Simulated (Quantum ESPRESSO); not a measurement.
# PbF2 (Fluorocronite): third-order response, part 2 of 2

Wanted: vibrational spectra of PbF2 (Fluorocronite) from linear and non-linear response.

Quantum ESPRESSO 8.0 development, patched; DFT LDA, scalar-relativistic, plane waves, PseudoDojo norm-conserving pseudopotentials.

So far. Step 5 (Zone-centre response): The acoustic modes at Γ come out as far as 0.0 cm⁻¹ from zero, where they should vanish, a small numerical error; the Born charges miss their sum rule by 1.4e-4 e, which is good. The relaxed cell has a = 5.811 Å (conventional setting).

The database entry behind the starting cell differs from later determinations by our own check (0.1 to 0.3 % short, probably kX units), so it need not match the best structure at ambient conditions.

## Step 6: Modes with the sum rule

A rigid shift of the crystal must cost nothing, but grids and finite bases break this; the acoustic sum rule is imposed before the matrix is diagonalised again. With Born charges the intensities follow, and the static dielectric tensor.

Input file dynmat.in:

```
&input
   fildyn = 'g.dyn'
   asr = 'simple'
   fileig = 'dynmat.eig'
   lperm = .true.
/
```

The run is started by

```console
$ dynmat.x -in dynmat.in > dynmat.out
```

The log of the run:

```text
[banner, memory and clock lines left out]
Program DYNMAT v.8.0dev

     Reading Dynamical Matrix from file g.dyn
     ...Force constants read
     ...epsilon and Z* read
     ...Raman cross sections read
     A direction for q was not specified:TO-LO splitting will be absent

     Polarizability (A^3 units)
     multiply by 0.551042 for Clausius-Mossotti correction (not under assume_isolated = 'mt')
         9.541963   -0.000000   -0.000000
        -0.000000    9.541963    0.000000
        -0.000000    0.000000    9.541963

     IR activities are in (D/A)^2/amu units
     Raman activities are in A^4/amu units
     multiply Raman by 0.092202 for Clausius-Mossotti correction (not under assume_isolated = 'mt')

# mode   [cm-1]    [THz]      IR          Raman   depol.fact
    1     -0.00   -0.0000    0.0000         0.0000    0.6466
    2     -0.00   -0.0000    0.0000         0.0000    0.2793
    3      0.00    0.0000    0.0000         0.0000    0.7421
    4    131.28    3.9357    7.4787         0.0000    0.5998
    5    131.28    3.9357    7.4787         0.0000    0.6842
    6    131.28    3.9357    7.4787         0.0000    0.2390
    7    261.82    7.8490    0.0000         4.2223    0.7500
    8    261.82    7.8490    0.0000         4.2223    0.7500
    9    261.82    7.8490    0.0000         4.2223    0.7500

Electronic dielectric permittivity tensor (relative, adimensional)
         3.444230   -0.000000   -0.000000
        -0.000000    3.444230    0.000000
        -0.000000    0.000000    3.444230

 ... with zone-center polar mode contributions
        22.310021    0.000000   -0.000000
        -0.000000   22.310021    0.000000
        -0.000000    0.000000   22.310021

)
 **************************************************************************
```

Run time: 0.64 s. Hardware: 1 thread of Intel Xeon at 2.70GHz, shared host.

Read from the output:

```
mean static dielectric constant : 22.31
```

Unit eigenvectors of the mass-weighted matrix after the sum rule; no LO-TO term. Modes at Γ, with each element's share of the kinetic energy:

| mode | frequency (cm⁻¹) | symmetry | Pb % | F % |
| --- | --- | --- | --- | --- |
| 1 | 0.0 | acoustic | 85 | 15 |
| 2 | 0.0 | acoustic | 85 | 15 |
| 3 | 0.0 | acoustic | 84 | 16 |
| 4 | 131.3 | T1u | 15 | 85 |
| 5 | 131.3 | T1u | 16 | 84 |
| 6 | 131.3 | T1u | 15 | 85 |
| 7 | 261.8 | T2g | 0 | 100 |
| 8 | 261.8 | T2g | 0 | 100 |
| 9 | 261.8 | T2g | 0 | 100 |

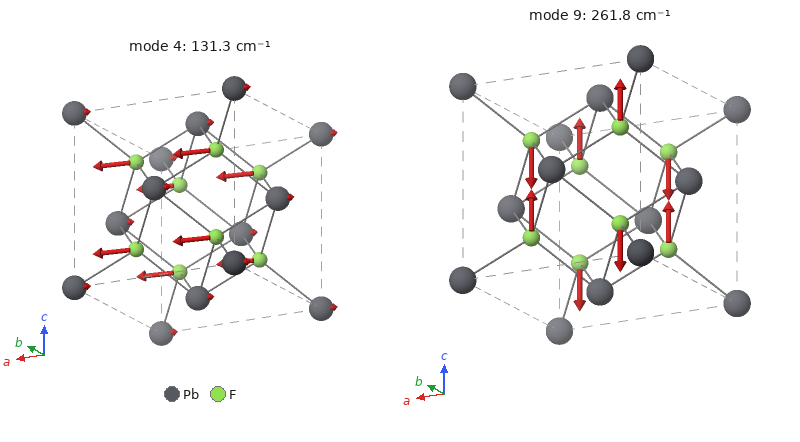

Displacement patterns of modes 4 and 9 at Γ; arrows are exaggerated. Some periodic images of atoms are drawn too.

Degenerate modes summed, no LO-TO term. Lines of the infrared spectrum (strongest = 100):

| position (cm⁻¹) | lines merged | label | IR intensity, relative |
| --- | --- | --- | --- |
| 131 | 3 | T1u | 100 |
| 262 | 3 | T2g | 0.0 |

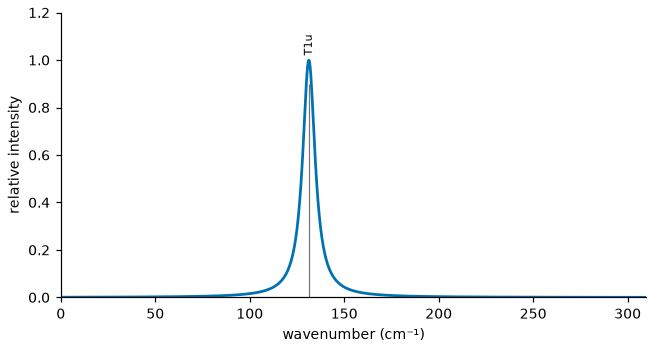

The infrared spectrum, broadened with Lorentzians of width 8 cm⁻¹; bars mark the lines.

Degenerate modes summed. Raman lines, with heights relative to the strongest:

| position (cm⁻¹) | lines merged | label | Raman activity, relative |
| --- | --- | --- | --- |
| 131 | 3 | T1u | 0.0 |
| 262 | 3 | T2g | 100 |

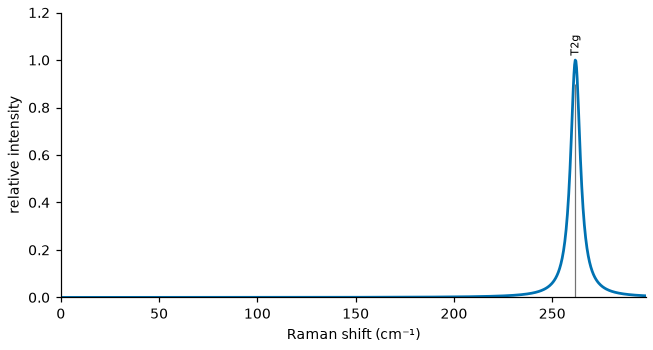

The Raman spectrum, broadened with Lorentzians of width 6 cm⁻¹; bars mark the lines.

Static dielectric tensor (ions relaxed, fixed cell):

```
22.31  0.00  0.00
 0.00 22.31  0.00
 0.00  0.00 22.31
```

The rule moves no optical mode by more than 0.1 cm⁻¹.

## Step 7: Sum rules set otherwise (asr no)

Without the rule the raw error of the acoustic modes shows.

Input file dynmat.in:

```
&input
   fildyn = 'g.dyn'
   asr = 'no'
   fileig = 'dynmat.eig'
   lperm = .true.
/
```

The run is started by

```console
$ dynmat.x -in dynmat.in > dynmat.out
```

The log of the run:

```text
[banner, memory and clock lines left out]
Program DYNMAT v.8.0dev

     Reading Dynamical Matrix from file g.dyn
     ...Force constants read
     ...epsilon and Z* read
     ...Raman cross sections read
     A direction for q was not specified:TO-LO splitting will be absent

     Polarizability (A^3 units)
     multiply by 0.551042 for Clausius-Mossotti correction (not under assume_isolated = 'mt')
         9.541963   -0.000000   -0.000000
        -0.000000    9.541963    0.000000
        -0.000000    0.000000    9.541963

     IR activities are in (D/A)^2/amu units
     Raman activities are in A^4/amu units
     multiply Raman by 0.092202 for Clausius-Mossotti correction (not under assume_isolated = 'mt')

# mode   [cm-1]    [THz]      IR          Raman   depol.fact
    1      0.03    0.0010    0.0000         0.0000    0.4208
    2      0.03    0.0010    0.0000         0.0000    0.2144
    3      0.03    0.0010    0.0000         0.0000    0.4910
    4    131.28    3.9358    7.4784         0.0000    0.6746
    5    131.28    3.9358    7.4784         0.0000    0.7306
    6    131.28    3.9358    7.4784         0.0000    0.1970
    7    261.82    7.8491    0.0000         4.2223    0.7500
    8    261.82    7.8491    0.0000         4.2223    0.7500
    9    261.82    7.8491    0.0000         4.2223    0.7500

Electronic dielectric permittivity tensor (relative, adimensional)
         3.444230   -0.000000   -0.000000
        -0.000000    3.444230    0.000000
        -0.000000    0.000000    3.444230

 ... with zone-center polar mode contributions
        22.308616   -0.000000    0.000000
        -0.000000   22.308616   -0.000000
         0.000000   -0.000000   22.308616

)
 **************************************************************************
```

Wall time 0.65 s (1 thread).

Numbers from this step:

- largest acoustic frequency at the zone centre before the sum rule: 0.03 cm⁻¹

Zone-centre frequencies as printed; negative means imaginary. Modes:

| mode | frequency (cm⁻¹) |
| --- | --- |
| 1 | 0.03 |
| 2 | 0.03 |
| 3 | 0.03 |
| 4 | 131.3 |
| 5 | 131.3 |
| 6 | 131.3 |
| 7 | 261.8 |
| 8 | 261.8 |
| 9 | 261.8 |

Against the first rule no mode moves by more than 0.1 cm⁻¹.

## Step 8: Sum rules set otherwise (asr crystal)

The rule can be imposed in more than one way; the choices should agree where the raw error is small.

Input file dynmat.in:

```
&input
   fildyn = 'g.dyn'
   asr = 'crystal'
   fileig = 'dynmat.eig'
   lperm = .true.
/
```

The run is started by

```console
$ dynmat.x -in dynmat.in > dynmat.out
```

The log of the run:

```text
[banner, memory and clock lines left out]
Program DYNMAT v.8.0dev

     Reading Dynamical Matrix from file g.dyn
     ...Force constants read
     ...epsilon and Z* read
     ...Raman cross sections read
     Acoustic Sum Rule: || Z*(ASR) - Z*(orig)|| =    1.309964E-04
     Acoustic Sum Rule: ||dyn(ASR) - dyn(orig)||=    3.441027E-06
     A direction for q was not specified:TO-LO splitting will be absent

     Polarizability (A^3 units)
     multiply by 0.551042 for Clausius-Mossotti correction (not under assume_isolated = 'mt')
         9.541963   -0.000000   -0.000000
        -0.000000    9.541963    0.000000
        -0.000000    0.000000    9.541963

     IR activities are in (D/A)^2/amu units
     Raman activities are in A^4/amu units
     multiply Raman by 0.092202 for Clausius-Mossotti correction (not under assume_isolated = 'mt')

# mode   [cm-1]    [THz]      IR          Raman   depol.fact
    1     -0.00   -0.0000    0.0000         0.0000    0.2782
    2     -0.00   -0.0000    0.0000         0.0000    0.2553
    3     -0.00   -0.0000    0.0000         0.0000    0.7289
    4    131.28    3.9357    7.4787         0.0000    0.6497
    5    131.28    3.9357    7.4787         0.0000    0.7150
    6    131.28    3.9357    7.4787         0.0000    0.3338
    7    261.82    7.8491    0.0000         4.2223    0.7500
    8    261.82    7.8491    0.0000         4.2223    0.7500
    9    261.82    7.8491    0.0000         4.2223    0.7500

Electronic dielectric permittivity tensor (relative, adimensional)
         3.444230   -0.000000   -0.000000
        -0.000000    3.444230    0.000000
        -0.000000    0.000000    3.444230

 ... with zone-center polar mode contributions
        22.310318    0.000000    0.000000
         0.000000   22.310318   -0.000000
         0.000000   -0.000000   22.310318
```

The job ended after 0.68 s (1 thread).

Zone-centre frequencies as printed; negative means imaginary. Modes:

| mode | frequency (cm⁻¹) |
| --- | --- |
| 1 | 0 |
| 2 | 0 |
| 3 | 0 |
| 4 | 131.3 |
| 5 | 131.3 |
| 6 | 131.3 |
| 7 | 261.8 |
| 8 | 261.8 |
| 9 | 261.8 |

Against the first rule no mode moves by more than 0.1 cm⁻¹.

## Step 9: The LO-TO splitting (1 0 0)

A longitudinal polar mode sets up a macroscopic field that stiffens it; the term hangs on the direction from which q goes to zero.

Input file dynmat.in:

```
&input
   fildyn = 'g.dyn'
   asr = 'simple'
   fileig = 'dynmat.eig'
   q(1) = 1.0
   q(2) = 0.0
   q(3) = 0.0
/
```

The run is started by

```console
$ dynmat.x -in dynmat.in > dynmat.out
```

The log of the run:

```text
[banner, memory and clock lines left out]
Program DYNMAT v.8.0dev

     Reading Dynamical Matrix from file g.dyn
     ...Force constants read
     ...epsilon and Z* read
     ...Raman cross sections read

     Polarizability (A^3 units)
     multiply by 0.551042 for Clausius-Mossotti correction (not under assume_isolated = 'mt')
         9.541963   -0.000000   -0.000000
        -0.000000    9.541963    0.000000
        -0.000000    0.000000    9.541963

     IR activities are in (D/A)^2/amu units
     Raman activities are in A^4/amu units
     multiply Raman by 0.092202 for Clausius-Mossotti correction (not under assume_isolated = 'mt')

# mode   [cm-1]    [THz]      IR          Raman   depol.fact
    1     -0.00   -0.0000    0.0000         0.0000    0.2915
    2     -0.00   -0.0000    0.0000         0.0000    0.7054
    3      0.00    0.0000    0.0000         0.0000    0.7470
    4    131.28    3.9357    7.4787         0.0000    0.2785
    5    131.28    3.9357    7.4787         0.0000    0.7360
    6    261.82    7.8490    0.0000         4.2223    0.7500
    7    261.82    7.8490    0.0000         4.2223    0.7500
    8    261.82    7.8490    0.0000         4.2223    0.7500
    9    334.12   10.0167    7.4787         0.0000    0.7136

[end of the log left out, with the tail of the file of modes that dynmat.x writes under the same name]
```

Wall time 0.66 s (1 thread).

Numbers from this step:

- highest mode moved by the LO-TO term: 334.1 cm⁻¹

Zone-centre frequencies as printed; negative means imaginary. Modes:

| mode | frequency (cm⁻¹) |
| --- | --- |
| 1 | 0 |
| 2 | 0 |
| 3 | 0 |
| 4 | 131.3 |
| 5 | 131.3 |
| 6 | 261.8 |
| 7 | 261.8 |
| 8 | 261.8 |
| 9 | 334.1 |

The field moves one mode, from 131 to 334 cm⁻¹; the others stay.

## Step 10: Outcome

```
space group after relaxation                                           : Fm-3m
volume per atom                                                        : 16.4 Å³
gap on the k-mesh                                                      : 4.25 eV
highest optical zone-centre mode (no LO-TO term)                       : 261.8 cm⁻¹
lowest optical zone-centre mode                                        : 131.3 cm⁻¹
highest mode moved by the LO-TO term                                   : 334.1 cm⁻¹
mean high-frequency dielectric constant                                : 3.44
largest Born charge in size (third of the trace)                       : 3.23 e
mean static dielectric constant                                        : 22.3
imaginary optical modes at the zone centre (no q mesh in this session) : none
```

**Reading.** The largest Raman activity of PbF2 (Fluorocronite) lies at 262 cm⁻¹ and the strongest infrared line at 131 cm⁻¹ (transverse modes). At the LDA level the optical modes of PbF2 (Fluorocronite) at the zone centre (no LO-TO term) run from 131 to 262 cm⁻¹. Along the directions run, the highest mode that the macroscopic field moves lies at 334 cm⁻¹. Lattice motion raises the mean dielectric constant from 3.444 to 22.31. The Born charge of Pb is 3.226 e against a formal charge of +2: displacements drive charge along the bonds, a mark of mixed ionic and covalent bonding and of large LO-TO splittings. Of the 6 optical modes, 3 are infrared active alone and 3 are Raman active alone; inversion symmetry keeps the two sets apart. These are harmonic frequencies at zero temperature: anharmonic shifts and linewidths and thermal expansion are left out. Spin-orbit coupling is left out, which can matter for the heavy elements here. The build is a development version in which the Raman tensors of release 7.5 are mended; dynmat.x leaves out the electro-optic term of LO lines.

[Host names and launcher messages were left out of these logs when they were recorded.]

[Logs are printed without paths, hosts, clocks, repeated set-up lines and the standing remarks that a program may print on its own settings, such as how far it seeks lower states.]

[Hosts, paths, dates, database ids (printed as entryN), source tags and the programs' standing remarks are cut or masked in the printed files.]
